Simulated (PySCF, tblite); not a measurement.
# C₆H₅FSi: geometry, infrared bands and NMR shifts

What infrared bands and NMR shifts should C₆H₅FSi (`C#CC1=C(F)C=C[SiH2]1`) show?

The runs use tblite 0.8.0 and PySCF 2.14.0, with density-fitted response routines of our own; the level of theory stands in each step. All values are computed, except where a source is named. Atoms count from 0, in the outputs and in this text.

### 1 The molecule as given

13 atoms, charge 0, multiplicity 1; geometry from: force field or distance geometry start.

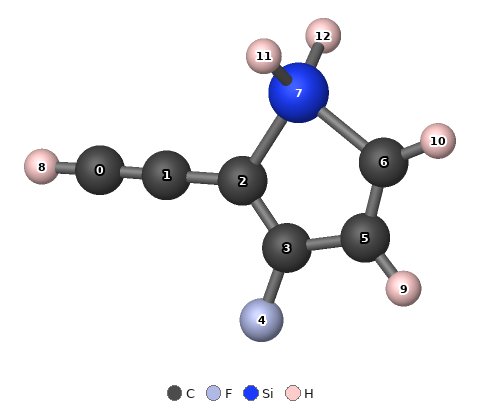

The starting geometry (carbon dark grey, fluorine light blue, silicon blue, hydrogen pink), atoms numbered.

### 2 Relaxing the molecule with GFN2-xTB

What the job is given:

```
{"job": {"kind": "relax", "xc": "GFN2-xTB", "basis": "xTB"}, "charge": 0, "multiplicity": 1}
C      3.202800     0.051800     0.114900
C      1.990200     0.086800     0.052500
C      0.596300     0.120600     0.001000
C     -0.183200     1.204900    -0.250100
F      0.307600     2.428200    -0.453700
C     -1.622300     0.976700    -0.259000
C     -1.991700    -0.292100    -0.028200
Si    -0.468900    -1.387700     0.253700
H      4.263400     0.036300     0.162500
H     -2.303400     1.795100    -0.438300
H     -2.998200    -0.692000     0.010400
H     -0.447200    -1.927000     1.637000
H     -0.349700    -2.401200    -0.820600
```

The run is started by

```
$ OMP_NUM_THREADS=1 python probes_run.py task.json out
```

The driver reads the jobs from task.json and runs them one after another.

The program printed:

```text
step      E/eV     max force
  0    -591.20422    1.229
  1    -591.22581    2.268
  2    -591.25190    0.795
  3    -591.26519    0.355
  4    -591.27467    0.342
  5    -591.28764    0.361
  6    -591.29313    0.206
  7    -591.29634    0.134
  8    -591.29868    0.175
  9    -591.30016    0.109
 10    -591.30088    0.071
 11    -591.30128    0.060
 12    -591.30165    0.068
 13    -591.30203    0.062
 14    -591.30238    0.063
 15    -591.30261    0.044
 16    -591.30274    0.035
 17    -591.30284    0.033
 18    -591.30294    0.032
 19    -591.30306    0.039
 20    -591.30314    0.033
 21    -591.30320    0.019
 22    -591.30325    0.017
 23    -591.30329    0.018
 24    -591.30334    0.022
 25    -591.30340    0.021
 26    -591.30346    0.027
 27    -591.30356    0.031
 28    -591.30371    0.036
 29    -591.30389    0.046
 30    -591.30402    0.039
 31    -591.30409    0.021
 32    -591.30412    0.012
 33    -591.30413    0.011
 34    -591.30415    0.008
```

Run time: 0.36 s. Hardware: 1 thread of Arm Neoverse N1, shared host.

Along the way: (not every step is listed)

| step | energy from step 0 (eV) | largest force (eV/Å) |
| --- | --- | --- |
| 0 | 0.0000 | 1.2290 |
| 1 | -0.0216 | 2.2677 |
| 2 | -0.0477 | 0.7947 |
| 3 | -0.0610 | 0.3548 |
| 4 | -0.0705 | 0.3419 |
| 5 | -0.0834 | 0.3613 |
| 6 | -0.0889 | 0.2060 |
| 7 | -0.0921 | 0.1341 |
| 8 | -0.0945 | 0.1755 |
| 10 | -0.0967 | 0.0708 |
| 12 | -0.0974 | 0.0685 |
| 14 | -0.0982 | 0.0625 |
| 16 | -0.0985 | 0.0349 |
| 18 | -0.0987 | 0.0317 |
| 20 | -0.0989 | 0.0327 |
| 22 | -0.0990 | 0.0174 |
| 24 | -0.0991 | 0.0216 |
| 26 | -0.0992 | 0.0266 |
| 28 | -0.0995 | 0.0365 |
| 29 | -0.0997 | 0.0465 |
| 30 | -0.0998 | 0.0386 |
| 31 | -0.0999 | 0.0206 |
| 32 | -0.0999 | 0.0122 |
| 33 | -0.0999 | 0.0112 |
| 34 | -0.0999 | 0.0080 |

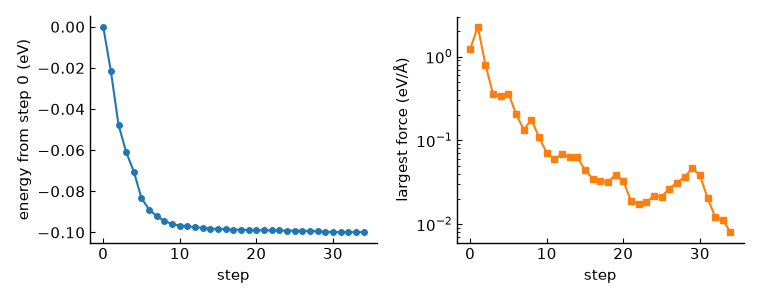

Energy and force, step by step.

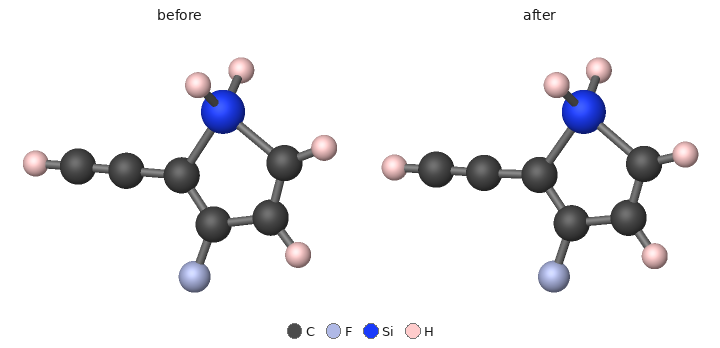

Before and after, at one scale.

Distances of close pairs at the start and the end, largest changes first:

| bond | before (Å) | after (Å) | change (Å) |
| --- | --- | --- | --- |
| C2–Si7 | 1.864 | 1.901 | +0.037 |
| Si7–H11 | 1.485 | 1.461 | -0.023 |
| Si7–H12 | 1.482 | 1.461 | -0.020 |
| C3–F4 | 1.334 | 1.349 | +0.015 |
| C0–H8 | 1.062 | 1.049 | -0.013 |
| C0–C1 | 1.215 | 1.204 | -0.011 |
| C6–Si7 | 1.897 | 1.886 | -0.011 |
| C3–C5 | 1.457 | 1.447 | -0.010 |

The final coordinates are the input of the step that follows.

### 3 Infrared spectrum with GFN2-xTB

What the job is given:

```
{"job": {"kind": "ir", "xc": "GFN2-xTB", "basis": "xTB"}, "charge": 0, "multiplicity": 1}
C      3.212370     0.093188     0.107757
C      2.009906     0.108340     0.057444
C      0.616525     0.082956     0.007599
C     -0.173923     1.149474    -0.231297
F      0.293479     2.394454    -0.455884
C     -1.607257     0.951637    -0.250246
C     -2.017834    -0.303252    -0.022517
Si    -0.522045    -1.418630     0.254547
H      4.260207     0.099257     0.148323
H     -2.249845     1.798097    -0.441459
H     -3.060481    -0.570177    -0.012786
H     -0.431235    -1.959747     1.609072
H     -0.334255    -2.425110    -0.788280
```

The program printed:

```text
mode    cm-1     km/mol
  1     110.7      0.14
  2     111.8      0.65
  3     182.9      0.04
  4     269.9      2.11
  5     319.6      2.25
  6     371.5      7.89
  7     386.1      3.79
  8     431.2     15.08
  9     474.5      7.85
 10     512.7     97.95
 11     550.0     18.99
 12     557.7      0.01
 13     596.0     29.60
 14     630.8     75.29
 15     645.4      3.36
 16     663.4     13.44
 17     750.4    220.74
 18     763.9     53.67
 19     785.1     73.97
 20     905.5      3.75
 21     941.2     22.83
 22    1090.4     11.44
 23    1176.9     18.47
 24    1193.9     89.69
 25    1318.2     51.61
 26    1540.8     54.15
 27    1608.2     45.35
 28    2226.6      1.15
 29    2279.0    444.34
 30    2279.4    138.84
 31    3082.9     23.21
 32    3110.4     31.81
 33    3397.8      5.02
```

Run time: 0.7 s. Hardware: 1 thread of Arm Neoverse N1, shared host.

Which atoms move in the most intense modes:

| cm⁻¹ | km/mol | atoms |
| --- | --- | --- |
| 513 | 98.0 | H11 21 %, H12 21 %, Si7 14 %, C2 14 % |
| 631 | 75.3 | H8 40 %, H11 18 %, H12 18 % |
| 750 | 220.7 | H12 42 %, H11 42 % |
| 785 | 74.0 | C6 49 %, Si7 21 %, H10 15 % |
| 1194 | 89.7 | C2 46 %, C3 22 %, H10 10 % |
| 1541 | 54.1 | C5 29 %, C6 25 %, C2 22 %, C3 21 % |
| 2279 | 444.3 | H11 49 %, H12 46 % |
| 2279 | 138.8 | H12 50 %, H11 48 % |

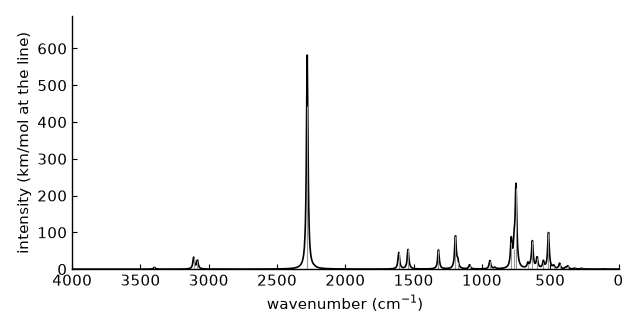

The infrared spectrum from these modes, unscaled. Lines are broadened to a width of 14 cm⁻¹ (Lorentzian).

### 4 Nuclear shieldings: PBE0/pcSseg-1

Settings changed since step 3:

```diff
@@ -1,2 +1,2 @@
-{"job": {"kind": "ir", "xc": "GFN2-xTB", "basis": "xTB"}, "charge": 0, "multiplicity": 1}
+{"job": {"kind": "nmr", "xc": "PBE0", "basis": "pcSseg-1"}, "charge": 0, "multiplicity": 1}
 C      3.212370     0.093188     0.107757
```

Method: GIAO PBE0/pcSseg-1 NMR shielding, non-relativistic, gas phase.

The program printed:

```text
coarse grid: 12328 points
cycle   1  E = -620.2005448773  dE =  1.304e+00  |g| = 5.781e-01  |ddm| = 3.781e+00
cycle   2  E = -620.1418283679  dE =  5.872e-02  |g| = 7.867e-01  |ddm| = 1.299e+00
cycle   3  E = -620.2687309166  dE = -1.269e-01  |g| = 1.473e-01  |ddm| = 7.710e-01
cycle   4  E = -620.2741603434  dE = -5.429e-03  |g| = 5.316e-02  |ddm| = 2.170e-01
cycle   5  E = -620.2747786582  dE = -6.183e-04  |g| = 2.442e-02  |ddm| = 5.855e-02
cycle   6  E = -620.2749061056  dE = -1.274e-04  |g| = 6.968e-03  |ddm| = 2.672e-02
cycle   7  E = -620.2749170197  dE = -1.091e-05  |g| = 2.462e-03  |ddm| = 8.275e-03
cycle   8  E = -620.2749183863  dE = -1.367e-06  |g| = 3.868e-04  |ddm| = 2.870e-03
final grid: 117640 points
cycle   9  E = -620.3296360147  dE = -2.808e-05  |g| = 6.643e-03  |ddm| = 5.409e-02
cycle  10  E = -620.3296283142  dE =  7.701e-06  |g| = 9.427e-03  |ddm| = 1.559e-02
cycle  11  E = -620.3296459816  dE = -1.767e-05  |g| = 1.539e-03  |ddm| = 9.584e-03
cycle  12  E = -620.3296464400  dE = -4.583e-07  |g| = 5.570e-04  |ddm| = 1.610e-03
cycle  13  E = -620.3296465128  dE = -7.285e-08  |g| = 1.686e-04  |ddm| = 5.625e-04
cycle  14  E = -620.3296465191  dE = -6.232e-09  |g| = 2.846e-05  |ddm| = 1.582e-04
cycle  15  E = -620.3296465192  dE = -1.432e-10  |g| = 1.215e-05  |ddm| = 3.327e-05
converged SCF energy = -620.3296465192

GIAO shielding tensors (ppm)
atom      isotropic    diamagn.    paramagn.     s11        s22        s33       span
  0 C       89.227     259.456    -170.229     34.793     49.235    183.651    148.858
  1 C      105.261     241.332    -136.071      4.884     11.224    299.674    294.789
  2 C       88.738     270.457    -181.719     16.392     86.839    162.983    146.591
  3 C        2.492     248.855    -246.363   -102.241     53.091     56.626    158.868
  4 F      247.964     474.449    -226.486     99.969    256.757    387.165    287.197
  5 C       33.773     255.544    -221.771    -79.009     44.487    135.841    214.851
  6 C       50.754     260.966    -210.212    -59.195     34.182    177.276    236.471
  7 Si     388.852     880.646    -491.794    343.569    382.489    440.498     96.929
  8 H       28.438      33.980      -5.542     24.748     25.235     35.332     10.584
  9 H       24.610      29.623      -5.013     23.250     23.371     27.208      3.959
 10 H       25.480      29.475      -3.996     24.890     25.226     26.323      1.432
 11 H       27.002      27.985      -0.982     23.799     25.057     32.150      8.351
 12 H       27.004      27.985      -0.982     23.799     25.060     32.153      8.354
```

It took 57 s on 1 thread of Arm Neoverse N1, shared host; peak memory 0.74 GiB.

Shifts follow as δ = σ(reference) − σ, with reference shieldings (ppm) from runs at the same level and on the same kind of geometry: 1H TMS 31.72, 13C TMS 186.9, 29Si TMS 349.2, 19F CFCl3 170.9. The references are single molecules in the gas phase, so shifts against H2O, NH3, PH3, H3PO4 or CFCl3 are not on the usual liquid scales and can be off by tens of ppm. Atoms listed in one row are averaged.

| atoms | environment | σ (ppm) | δ (ppm) | δ scaled to CDCl3 |
| --- | --- | --- | --- | --- |
| C3 | fully substituted alkene carbon | 2.5 | 184.4 | 178.1 |
| C5 | alkene CH | 33.8 | 153.2 | 147.6 |
| C6 | alkene CH | 50.8 | 136.2 | 131.0 |
| C2 | fully substituted alkene carbon | 88.7 | 98.2 | 93.9 |
| C0 | terminal alkyne carbon | 89.2 | 97.7 | 93.4 |
| C1 | alkyne carbon | 105.3 | 81.7 | 77.8 |
| H9 | hydrogen on an alkene CH | 24.61 | 7.11 | 6.81 |
| H10 | hydrogen on an alkene CH | 25.48 | 6.24 | 5.99 |
| H11, H12 | hydrogen on a silicon bonded to 2 C, in a 5-membered ring | 27.00 | 4.71 | – |
| H8 | hydrogen on a terminal alkyne carbon | 28.44 | 3.28 | 3.20 |
| F4 | vinylic fluorine | 248.0 | -77.0 | – |
| Si7 | silicon bonded to 2 C, 2 H, in a 5-membered ring | 388.9 | -39.7 | – |

The scaled column applies a straight-line fit of computed shieldings to shifts measured in CDCl3, and one for carbons that bear F (root-mean-square error 0.16 ppm for H, 1.9 ppm for C).

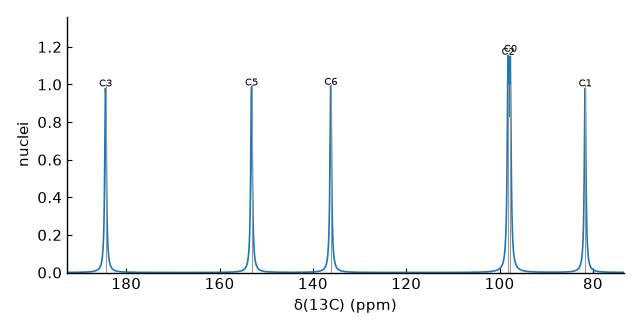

13C lines at the computed shifts, without couplings. Lines are broadened to a width of 0.41 ppm (Lorentzian).

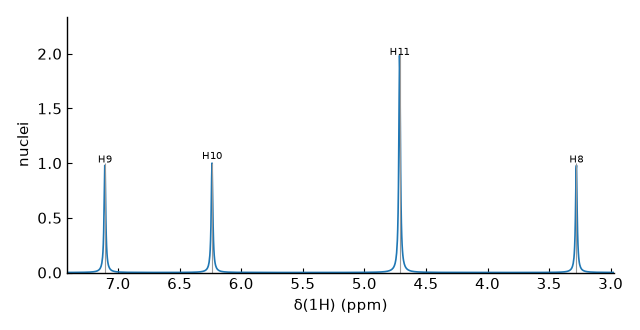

1H lines at the computed shifts, without couplings. Lines are broadened to a width of 0.02 ppm (Lorentzian).

Charges from the same density, by scheme (e):

| atoms | Mulliken | IAO | Hirshfeld | ESP fit |
| --- | --- | --- | --- | --- |
| C0 | -0.39 | -0.24 | -0.12 | -0.44 |
| C1 | 0.48 | -0.02 | -0.06 | 0.08 |
| C2 | -0.68 | -0.35 | -0.12 | -0.30 |
| C3 | 0.37 | 0.31 | 0.10 | 0.37 |
| F4 | -0.26 | -0.25 | -0.07 | -0.18 |
| C5 | -0.11 | -0.15 | -0.05 | -0.17 |
| C6 | -0.36 | -0.42 | -0.13 | -0.44 |
| Si7 | 0.81 | 0.79 | 0.36 | 0.55 |

IAO charges:

C0 -0.24; C1 -0.02; C2 -0.35; C3 0.31; F4 -0.25; C5 -0.15; C6 -0.42; Si7 0.79; H8 0.20; H9 0.17; H10 0.17; H11 -0.10; H12 -0.10

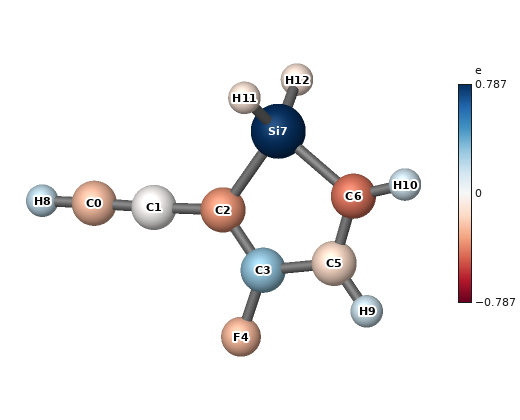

IAO charges, as colours on the atoms.

Mayer bond orders: C0–C1 2.28, C1–C2 1.12, C2–C3 1.65, C3–F4 1.00, C3–C5 1.12, C5–C6 1.81, C6–Si7 0.88, Si7–C2 0.79.

Ring of atoms C2, C3, C5, C6, Si7: NICS(0) -1.7, NICS(1) -2.1, NICS(1)zz 1.7 ppm (means of both faces).

Orbitals, density, ELF and potential are computed afterwards from the orbital file.

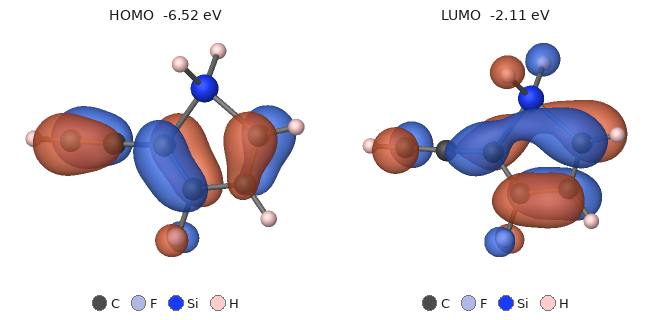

Frontier orbitals at PBE0/pcSseg-1; each surface holds 70 % of the orbital's density, blue and red mark the sign.

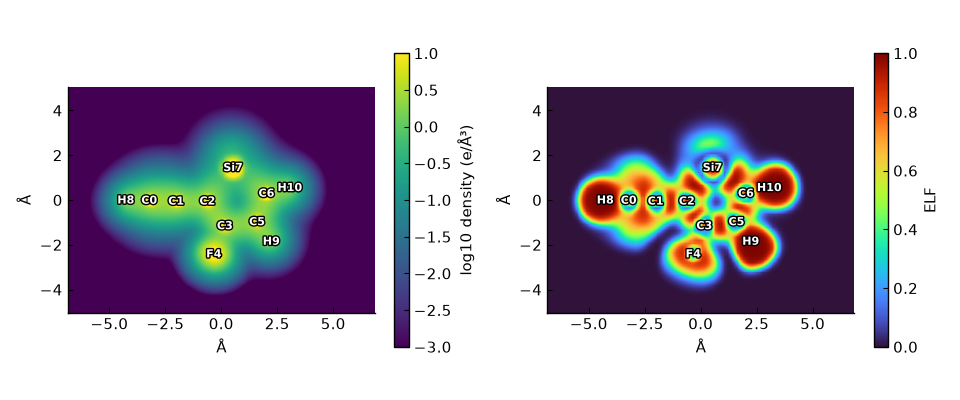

Density (left) and ELF (right) in a plane through or near 11 of the atoms.

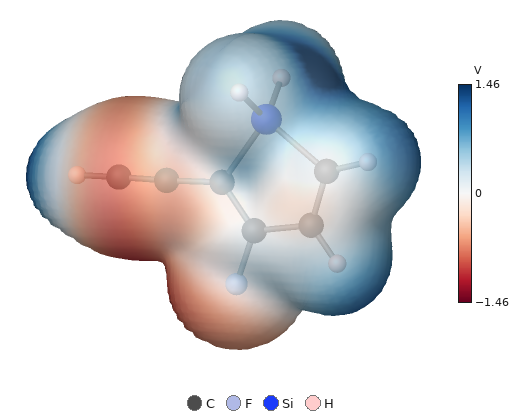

Electrostatic potential on the surface of density 0.002 e/bohr³; red is low, blue high. It runs from -1.01 V near C1 to 1.46 V near Si7.

### 5 Results

| quantity | value |
| --- | --- |
| strongest single infrared mode (GFN2-xTB) | 2279 cm⁻¹, 444 km/mol |
| zero-point energy (GFN2-xTB) | 50.4 kcal/mol |
| 13C shifts against TMS (PBE0/pcSseg-1) | 184.4, 153.2, 136.2, 98.2, 97.7, 81.7 ppm |
| 1H shifts against TMS (PBE0/pcSseg-1, means over atoms taken as alike) | 7.11, 6.24, 4.71, 3.28 ppm |
| 19F shifts against CFCl3 (PBE0/pcSseg-1) | -77.0 ppm |
| 29Si shifts against TMS (PBE0/pcSseg-1) | -39.7 ppm |
| surface potential, least and greatest | -1.01 V and 1.46 V |

What this shows: Over 34 steps the energy fell by 0.100 eV; of the close pairs, C2–Si7 changed most, 1.864 to 1.901 Å. No mode is imaginary among the 33: a minimum at this level. GFN2-xTB is a fitted tight-binding method: band positions and strengths are rough. Its intensities can rank the bands wrongly. By nearest atom (PBE0/pcSseg-1), the HOMO sits on C0, C2 about 22 % each; C3, C6 about 15 % each and the LUMO on C6 22 %; C2, C3, C5 about 14 % each.
